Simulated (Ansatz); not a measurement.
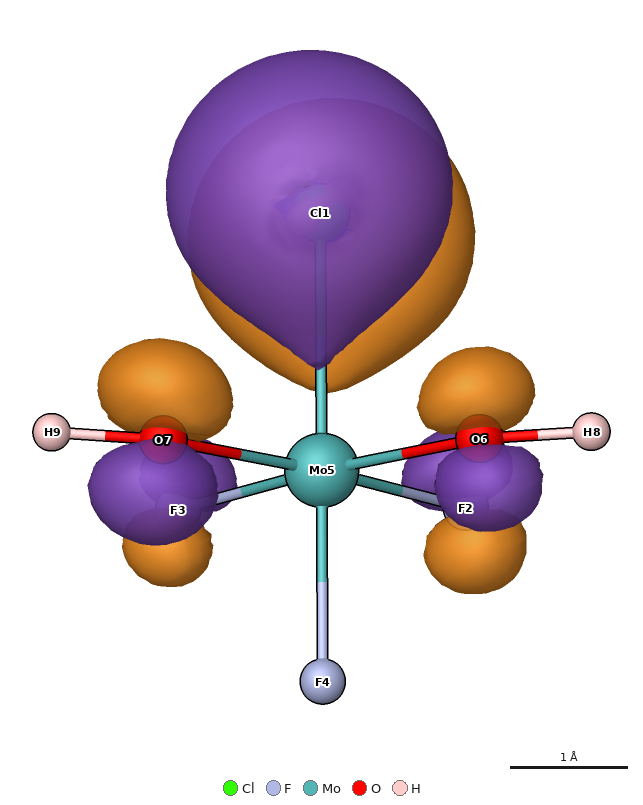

*ClF3H2MoO2. One frontier orbital at ±0.1 Å⁻³ᐟ² (orange and purple are the two phases), seen from one side.*

Geometry: PBE0-D4/def2-SVP; core potentials replace the inner electrons of Mo.

Level of theory: isolated molecule in a Gaussian basis; Kohn-Sham density functional theory, functional PBE0 (Ansatz).

| atom | x (Å) | y (Å) | z (Å) |
| --- | --- | --- | --- |
| Cl | 1.7061 | -0.7048 | -1.3773 |
| F | -1.0630 | 0.0599 | -1.8554 |
| F | 0.3469 | 1.8113 | -0.8150 |
| F | -1.6438 | 0.8959 | 0.4804 |
| Mo | -0.1383 | 0.1175 | -0.2559 |
| O | -0.7425 | -1.5539 | 0.1287 |
| O | 0.8151 | 0.3687 | 1.2716 |
| H | -1.2488 | -2.2844 | -0.2480 |
| H | 1.4185 | 0.9874 | 1.7017 |

Which orbital is it: HOMO or LUMO?

The HOMO, at −9.30 eV. By Hirshfeld shares it lies mainly on Cl1 (about 80 %); largely a lone pair of Cl1.
